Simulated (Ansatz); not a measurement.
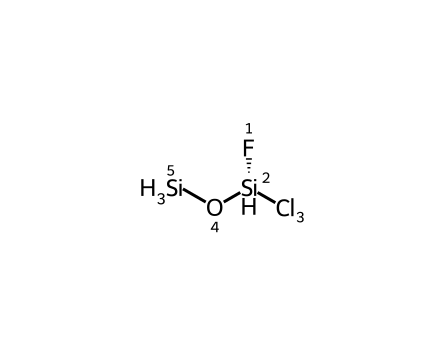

Skeletal drawing with numbered atoms; wedges and dashes mark any stereocentres. The configuration is that of a computed structure (PBE-D4/def2-SVP).

> Give the R/S and E/Z labels.

Si2: R.

> Write the isomeric SMILES.

F[Si@H](Cl)O[SiH3]
